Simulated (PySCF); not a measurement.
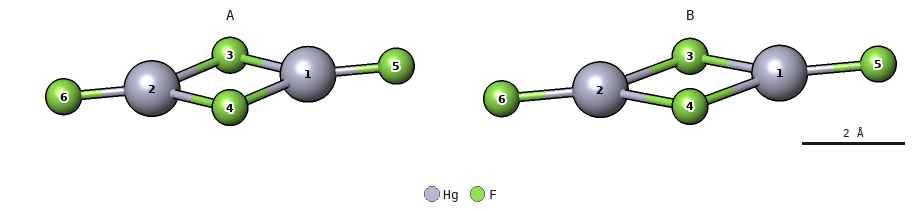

Two geometries of Hg2F4, drawn at one scale. One is the start of a relaxation, the other its converged end. Style: ball-and-stick. Shown from a free direction.

Theory: RKS TPSS, Hg def2-SVP with ECP60, F def2-SVP; non-relativistic Hamiltonian with scalar-relativistic core potentials; density fitting (PySCF 2.14.0). Settings: symmetry kept (D2h).

Which of the two is the end point?

Answer. Structure B is the relaxed one. Over 7 geometry steps the energy falls by 55.1 kcal/mol. Largest force component: 8.3 eV/Å at the start, 0.0026 eV/Å at the end. The largest moves after the best rigid fit, 0.44 Å, are those of F5 and F6. Largest moves by element: F 0.44 Å, Hg 0.23 Å. Some distances before and after: Hg1–F5 1.754 → 1.961 Å, Hg1–F3 2.040 → 2.189 Å. Among the angles between lasting bonds that change: F3–Hg1–F4 81.1° → 71.1°, Hg1–F3–Hg2 98.9° → 108.9°, F3–Hg1–F5 139.5° → 144.5°.
